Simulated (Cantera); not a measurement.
Input: 1 mol Cr2O3, a varied amount of H2, 27 mol N2, equilibrated at 1777 °C and 7.90 mbar.

Equilibrium computed with Cantera from the NASA thermochemical tables; the gas is ideal and each condensed phase is pure. Candidate condensed phases: Cr, CrN, Cr2N, Cr2O3, H2O; 29 gas species. Rates play no part.

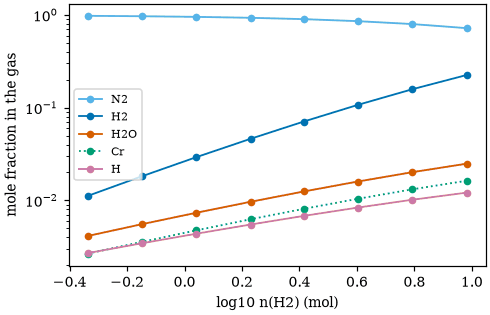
Fig. 1. Equilibrium gas composition (values under 1e-9 drawn at 1e-9)

From 0.46 mol H2 to 9.6 mol H2 the condensed part is Cr2O3(s). The main Cr-bearing gas is Cr throughout. The share of Cr in condensed phases is highest at 0.46 mol H2 (95.2 %) and lowest at 9.6 mol H2 (67.0 %).
